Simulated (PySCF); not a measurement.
Se(iPr)(OSiH3), C₃H₁₀OSeSi, SMILES CC(C)[Se]O[SiH3], GFN2-xTB optimised geometry. Atoms within 1.6 Å of the plane z = 0.6 Å (x, y, z in Å): Se1 (1.70, -1.39, 0.05), O12 (0.46, -0.05, 0.00), Si13 (-1.17, -0.05, 0.00), H15 (-1.37, 1.39, 0.00), H16 (-1.70, -0.75, 1.17).

Method: PySCF with PBE0/def2-TZVP.

Map of the log10 of the electron density (e/bohr³), floored at −4 on the plane z = 0.6 Å:

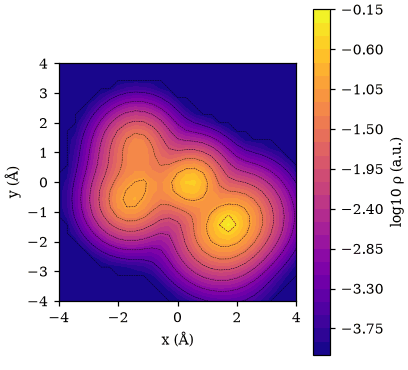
Fig. 1. Log10 of the electron density (e/bohr³), floored at −4 on the plane z = 0.6 Å.
